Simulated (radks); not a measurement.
**Polarisabilities and dispersion coefficients of Tc²⁺, Cd⁺, N and others**

Aim: static dipole polarisabilities and C6 coefficients, each species in its NIST ground configuration. After each ground state the linear response is solved; its values go to the run's result record, not to the log. Response by self-consistent Sternheimer equations with the Hartree and adiabatic LDA kernel.

Program: radks (a radial shooting solver on a logarithmic mesh, Libxc functionals) version 1. Level of theory: non-relativistic Kohn-Sham, LDA (Slater exchange, Perdew-Wang correlation), spin-polarised, spherical densities, point nucleus; open shells are filled with parallel spins first. These are calculated values, not measurements, unless marked.

### Step 1. The atom as given

```
species : Tc²⁺ ([Kr] 4d5), Cd⁺ ([Kr] 4d10 5s1), N ([He] 2s2 2p3), Ca²⁺ ([Ar]), O ([He] 2s2 2p4), I ([Kr] 4d10 5s2 5p5), Al ([Ne] 3s2 3p1), Tc⁺ ([Kr] 4d5 5s1)
```

In the logs a row gives level, spin channel, occupation and eigenvalue; Etot, Ekin, Encl (electron-nucleus), Eh (Hartree) and Exc are energies, all in hartree; err is the last residual, it the number of iterations.

### Step 2. Tc²⁺, [Kr] 4d5

Settings of this run:

```text
Z 43
configuration [Kr] 4d5
relativity non-relativistic
functional lda,pw
spin polarised
nucleus point
response adiabatic LDA kernel
```

Log:

```text
1s      1   1.0000        -746.31921776
2s      1   1.0000        -105.15048206
2p      1   3.0000         -97.19070021
3s      1   1.0000         -18.71680707
3p      1   3.0000         -15.62394549
3d      1   5.0000          -9.92458484
4s      1   1.0000          -3.18136307
4p      1   3.0000          -2.27582719
4d      1   5.0000          -0.88962101
1s      2   1.0000        -746.31906061
2s      2   1.0000        -105.12548365
2p      2   3.0000         -97.17159080
3s      2   1.0000         -18.69944127
3p      2   3.0000         -15.60501043
3d      2   5.0000          -9.89929056
4s      2   1.0000          -3.06333777
4p      2   3.0000          -2.15332967
4d      2   0.0000          -0.76777532
Etot -4201.4862068335415
Ekin 4198.7062621870955
Encl -9979.61309770301
Eh 1700.8231938817912
Exc -121.40256519941835
err 5.636755212283825e-09
it 14
```

Highest occupied level: 4d up at -24.208 eV. The response step gives α = 8.818 bohr³ (12.55 without the induced potential) and C6 = 47.34 hartree bohr⁶.

Sizes of the orbitals, from the radial functions (bohr):

| level | occupation | energy (eV) | <r> | outermost maximum (interpolated) | 90 % within | nodes |
| --- | --- | --- | --- | --- | --- | --- |
| 3d up | 5 | -270.06 | 0.3988 | 0.311 | 0.636 | 0 |
| 3d down | 5 | -269.37 | 0.3985 | 0.311 | 0.635 | 0 |
| 4s up | 1 | -86.569 | 1.087 | 0.974 | 1.58 | 3 |
| 4s down | 1 | -83.358 | 1.083 | 0.970 | 1.58 | 3 |
| 4p up | 3 | -61.928 | 1.183 | 1.03 | 1.75 | 2 |
| 4p down | 3 | -58.595 | 1.179 | 1.03 | 1.75 | 2 |
| 4d up | 5 | -24.208 | 1.592 | 1.26 | 2.50 | 1 |
| 4d down | 0 | -20.892 | 1.628 | 1.25 | 2.59 | 1 |

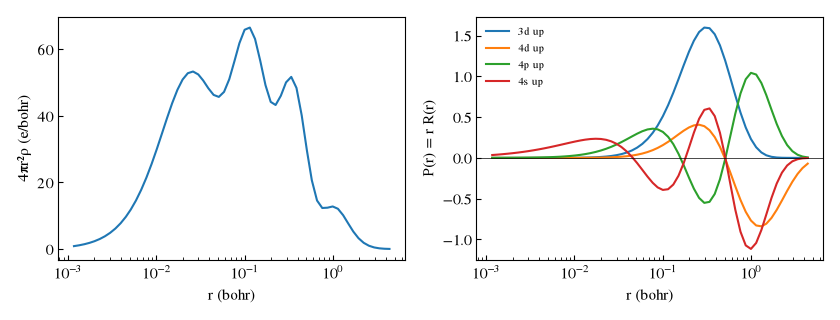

Radial density (left) and radial functions of outer levels (right).

### Step 3. Cd⁺, [Kr] 4d10 5s1

Settings, as their differences from step 2:

```diff
@@ -1,3 +1,3 @@
-Z 43
-configuration [Kr] 4d5
+Z 48
+configuration [Kr] 4d10 5s1
 relativity non-relativistic
```

Log:

```text
1s      1   1.0000        -941.79401179
2s      1   1.0000        -137.14640405
2p      1   3.0000        -127.94929202
3s      1   1.0000         -25.69494741
3p      1   3.0000         -21.95253472
3d      1   5.0000         -14.99991316
4s      1   1.0000          -3.91332854
4p      1   3.0000          -2.71309659
4d      1   5.0000          -0.78841385
5s      1   1.0000          -0.48085664
1s      2   1.0000        -941.79296949
2s      2   1.0000        -137.14615764
2p      2   3.0000        -127.94894770
3s      2   1.0000         -25.69419451
3p      2   3.0000         -21.95179868
3d      2   5.0000         -14.99933674
4s      2   1.0000          -3.91196930
4p      2   3.0000          -2.71107487
4d      2   5.0000          -0.78113188
5s      2   0.0000          -0.44998251
Etot -5462.045539743647
Ekin 5458.794507443499
Encl -12993.514304263552
Eh 2218.457088229272
Exc -145.78283115286655
err 2.1864242266326164e-09
it 15
```

The top filled level is 5s up, -13.085 eV. The response step gives α = 24.43 bohr³ (38.09 without the induced potential) and C6 = 142.5 hartree bohr⁶.

### Step 4. N, [He] 2s2 2p3

Settings of this run:

```text
Z 7
configuration [He] 2s2 2p3
relativity non-relativistic
functional lda,pw
spin polarised
nucleus point
response adiabatic LDA kernel
```

Log:

```text
1s      1   1.0000         -13.99541329
2s      1   1.0000          -0.72041821
2p      1   3.0000          -0.30851456
1s      2   1.0000         -13.93028541
2s      2   1.0000          -0.56147225
2p      2   0.0000          -0.16085902
Etot -54.13438674620457
Ekin 53.86009319504417
Encl -127.71586757634464
Eh 26.00404027674529
Exc -6.2826526416493955
err 1.5786779017824813e-09
it 13
```

The top filled level is 2p up, -8.395 eV. The response step gives α = 8.192 bohr³ (10.18 without the induced potential) and C6 = 28.01 hartree bohr⁶.

### Step 5. Ca²⁺, [Ar]

Settings of this run:

```text
Z 20
configuration [Ar]
relativity non-relativistic
functional lda,pw
spin polarised
nucleus point
response adiabatic LDA kernel
```

Log:

```text
1s      1   1.0000        -144.50724494
2s      1   1.0000         -15.61559536
2p      1   3.0000         -12.85430290
3s      1   1.0000          -2.26410353
3p      1   3.0000          -1.58461185
1s      2   1.0000        -144.50724494
2s      2   1.0000         -15.61559536
2p      2   3.0000         -12.85430290
3s      2   1.0000          -2.26410353
3p      2   3.0000          -1.58461185
Etot -675.0617507001368
Ekin 674.0121282253872
Encl -1589.839049759669
Eh 274.5741651038345
Exc -33.80899426968948
err 2.1395386053652512e-09
it 14
```

3p is the highest filled level (-43.119 eV). The response step gives α = 3.351 bohr³ (5.273 without the induced potential) and C6 = 11.12 hartree bohr⁶.

### Step 6. O, [He] 2s2 2p4

Settings, as their differences from step 5:

```diff
@@ -1,3 +1,3 @@
-Z 20
-configuration [Ar]
+Z 8
+configuration [He] 2s2 2p4
 relativity non-relativistic
```

Log:

```text
1s      1   1.0000         -18.76681934
2s      1   1.0000          -0.91525099
2p      1   3.0000          -0.38084233
1s      2   1.0000         -18.71354257
2s      2   1.0000          -0.80169533
2p      2   1.0000          -0.27244206
Etot -74.52483030854768
Ekin 74.17728429417907
Encl -177.27618718640718
Eh 36.408020247951875
Exc -7.8339476642714505
err 5.150408493116903e-10
it 14
```

2p down is the highest filled level (-7.414 eV). The response step gives α = 5.995 bohr³ (7.154 without the induced potential) and C6 = 18.13 hartree bohr⁶.

### Step 7. I, [Kr] 4d10 5s2 5p5

Settings of this run:

```text
Z 53
configuration [Kr] 4d10 5s2 5p5
relativity non-relativistic
functional lda,pw
spin polarised
nucleus point
response adiabatic LDA kernel
```

Log:

```text
1s      1   1.0000       -1161.78706488
2s      1   1.0000        -175.07341915
2p      1   3.0000        -164.60358380
3s      1   1.0000         -35.24311166
3p      1   3.0000         -30.83090307
3d      1   5.0000         -22.60046668
4s      1   1.0000          -6.11623959
4p      1   3.0000          -4.57308690
4d      1   5.0000          -1.93943885
5s      1   1.0000          -0.60538531
5p      1   3.0000          -0.27661199
1s      2   1.0000       -1161.78585166
2s      2   1.0000        -175.07275254
2p      2   3.0000        -164.60258589
3s      2   1.0000         -35.24197839
3p      2   3.0000         -30.82967588
3d      2   5.0000         -22.59932641
4s      2   1.0000          -6.11373821
4p      2   3.0000          -4.57031916
4d      2   5.0000          -1.93528904
5s      2   1.0000          -0.58565495
5p      2   2.0000          -0.25777217
Etot -6914.756255864722
Ekin 6911.099201106138
Encl -16421.288436554045
Eh 2766.0288984488943
Exc -170.5959188657104
err 1.8248363256977969e-09
it 14
```

Highest occupied level: 5p down at -7.014 eV. The response step gives α = 34.19 bohr³ (56.03 without the induced potential) and C6 = 373.3 hartree bohr⁶.

### Step 8. Al, [Ne] 3s2 3p1

Settings of this run:

```text
Z 13
configuration [Ne] 3s2 3p1
relativity non-relativistic
functional lda,pw
spin polarised
nucleus point
response adiabatic LDA kernel
```

Log:

```text
1s      1   1.0000         -55.15380637
2s      1   1.0000          -3.93291178
2p      1   3.0000          -2.56243741
3s      1   1.0000          -0.29605462
3p      1   1.0000          -0.11101852
1s      2   1.0000         -55.15180252
2s      2   1.0000          -3.93042880
2p      2   3.0000          -2.55926056
3s      2   1.0000          -0.27226336
3p      2   0.0000          -0.08924134
Etot -241.31661037524788
Ekin 240.6689182351403
Encl -577.2412161712823
Eh 112.70315587461283
Exc -17.447468313718662
err 7.98182341792857e-10
it 14
```

The top filled level is 3p up, -3.021 eV. The response step gives α = 65.71 bohr³ (96.04 without the induced potential) and C6 = 578.5 hartree bohr⁶.

### Step 9. Tc⁺, [Kr] 4d5 5s1

Settings of this run:

```text
Z 43
configuration [Kr] 4d5 5s1
relativity non-relativistic
functional lda,pw
spin polarised
nucleus point
response adiabatic LDA kernel
```

Log:

```text
1s      1   1.0000        -745.99714700
2s      1   1.0000        -104.83212383
2p      1   3.0000         -96.87212949
3s      1   1.0000         -18.39813980
3p      1   3.0000         -15.30527503
3d      1   5.0000          -9.60608053
4s      1   1.0000          -2.86224757
4p      1   3.0000          -1.95719621
4d      1   5.0000          -0.58130905
5s      1   1.0000          -0.43922212
1s      2   1.0000        -745.99598846
2s      2   1.0000        -104.80745052
2p      2   3.0000         -96.85311418
3s      2   1.0000         -18.38037972
3p      2   3.0000         -15.28598948
3d      2   5.0000          -9.58071377
4s      2   1.0000          -2.74509880
4p      2   3.0000          -1.83492218
4d      2   0.0000          -0.45507120
5s      2   0.0000          -0.35438679
Etot -4202.0488509347615
Ekin 4199.257549124499
Encl -9993.714311135313
Eh 1714.0373783377509
Exc -121.62946726169825
err 7.184382920218741e-09
it 13
```

Highest occupied level: 5s up at -11.952 eV. The response step gives α = 35.88 bohr³ (57.09 without the induced potential) and C6 = 260.7 hartree bohr⁶.

### Step 10. What came out

| species | −ε(HOMO) (eV) | α (bohr³) | α uncoupled (bohr³) | C6 (hartree bohr⁶) | C8 (hartree bohr⁸) | recommended α (bohr³) |
| --- | --- | --- | --- | --- | --- | --- |
| Tc²⁺ | 24.208 | 8.818 | 12.55 | 47.34 | - | - |
| Cd⁺ | 13.085 | 24.43 | 38.09 | 142.5 | 4268 | - |
| N | 8.395 | 8.192 | 10.18 | 28.01 | - | 7.4 |
| Ca²⁺ | 43.119 | 3.351 | 5.273 | 11.12 | 143.0 | - |
| O | 7.414 | 5.995 | 7.154 | 18.13 | - | 5.3 |
| I | 7.014 | 34.19 | 56.03 | 373.3 | - | 32.9 |
| Al | 3.021 | 65.71 | 96.04 | 578.5 | - | 57.8 |
| Tc⁺ | 11.952 | 35.88 | 57.09 | 260.7 | - | - |

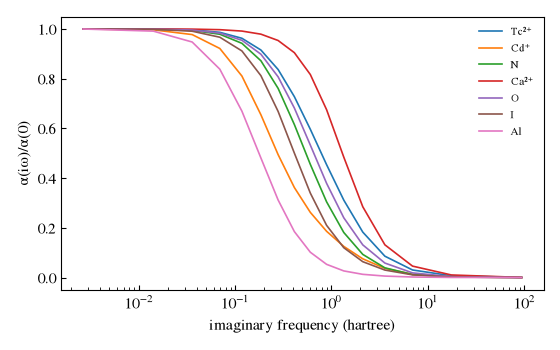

Polarisability at imaginary frequency, each scaled by its static value.

**Reading.** Uncoupled leaves out the potential induced by the response; C6 and C8 are for like pairs. Al is the most polarisable and Ca²⁺ the least, a factor 19.6 apart. For the pair Al–Ca²⁺ the Casimir-Polder integral gives C6 = 55.34, the rule 2·Ca·Cb/(Ca·αb/αa + Cb·αa/αb) on the like-pair values 51.96. Against the recommended values (Schwerdtfeger and Nagle, 2023 table) the misses are N +11 %, O +13 %, I +4 %, Al +14 %. C8 is given only where no p, d or f shell is open. For heavy and open-shell atoms this level can miss by tens of per cent.
